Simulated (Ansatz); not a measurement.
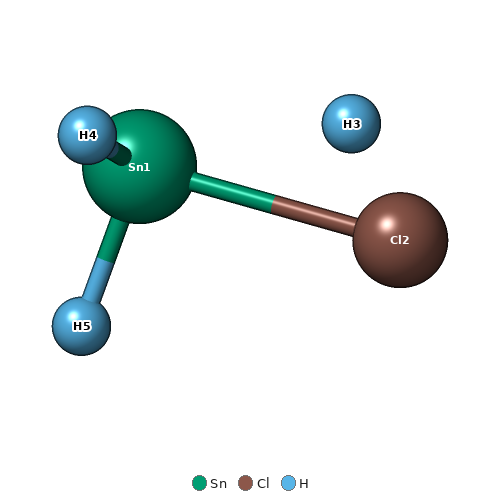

The system is the reacting system ClH3Sn (fragments ClH₃Sn where the first distance is long, H₂Sn + ClH where the second is long); the picture shows the reference structure. The first coordinate is: distance Cl2–H3 (bond that forms); the second: distance Sn1–Cl2 (bond that breaks). Relaxed at each point: all other coordinates. The grid has 9 × 9 points. Points are written as (first, second). Energies are in eV, from a guessed transition structure relaxed with its forming and breaking bonds held. Energies and slopes of some neighbouring points disagree (a jump in structure or state, or too coarse a mesh). The reference is spin-restricted, so regions where a bond is pulled apart into radicals lie too high. All numbers below come from RKS PBE0-D4/def2-TZVP in Ansatz.

Its coordinates:

```yaml
atoms:
  - { symbol: Sn, position_ang: [-0.5580, -0.3047, 0.5736] }
  - { symbol: Cl, position_ang: [1.1138, 0.3195, -1.6104] }
  - { symbol: H, position_ang: [-0.0437, -0.9844, -1.5014] }
  - { symbol: H, position_ang: [-1.2115, 1.2921, 0.7677] }
  - { symbol: H, position_ang: [0.6995, -0.3225, 1.7704] }
```

Range: distance Cl2–H3 (bond that forms) from 1.197 to 2.997 Å; distance Sn1–Cl2 (bond that breaks) from 2.169 to 3.369 Å.

**Predict the map.**

The lowest grid point is at (2.997 Å, 2.258 Å), −2.44 eV from a guessed transition structure relaxed with its forming and breaking bonds held. It lies at the edge of the scanned range, so the true minimum may lie outside. Other grid points that lie below all their neighbours: (1.331 Å, 3.007 Å) (1.44 eV higher). The highest grid point, (1.515 Å, 2.169 Å), lies 3.18 eV above the lowest.

```
second ↓, first →  1.197  1.331  1.515  1.725  1.954  2.197  2.453  2.720  2.997
            3.369  −0.83  −0.92  −0.53  −0.14   0.13   0.25   0.22   0.12  −0.02
            3.185  −0.87  −0.96  −0.55  −0.23  −0.04  −0.02  −0.13  −0.29  −0.46
            3.007  −0.89  −0.99  −0.58  −0.32  −0.24  −0.33  −0.52  −0.74  −0.94
            2.836  −0.89  −0.99  −0.59  −0.42  −0.45  −0.66  −0.94  −1.20  −1.42
            2.674  −0.83  −0.94  −0.54  −0.49  −0.66  −0.99  −1.34  −1.64  −1.86
            2.521  −0.67  −0.78  −0.41  −0.50  −0.83  −1.26  −1.68  −2.01  −2.23
            2.381  −0.37  −0.49  −0.15  −0.40  −0.88  −1.42  −1.88  −2.22  −2.44
            2.258   0.10  −0.03   0.27  −0.15  −0.77  −1.39  −1.89  −2.24  −2.44
            2.169   0.63   0.48   0.74   0.19  −0.53  −1.20  −1.72  −2.08  −2.26
```

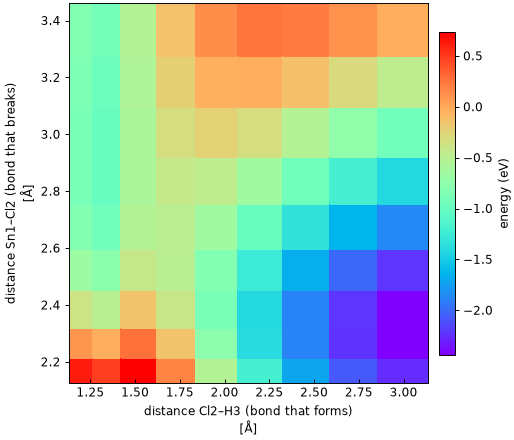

In the figure: one coloured cell a grid point.

Time for the 81 points that were run: 13 min on 1 thread of Intel(R) Xeon(R) Platinum 8175M CPU @ 2.50GHz (Skylake/Cascade Lake), on a shared host.
